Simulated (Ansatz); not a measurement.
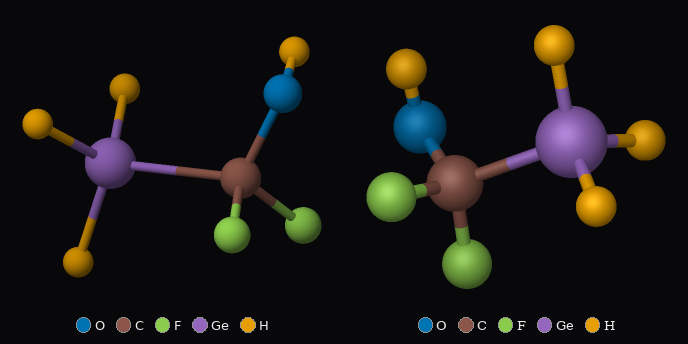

Two views of one molecule.

The geometry was computed by an optimisation with PBE0-D4/def2-TZVP. No frequency run is at hand to confirm it as a minimum.

What does the picture show?

Formula CH4F2GeO. Its SMILES string is `O[C](F)(F)[GeH3]`. Among its groups: alcohol, C–F bond. This geometry has C1 symmetry. Coordination: 1 O bent; 1 C tetrahedral; 1 Ge tetrahedral.
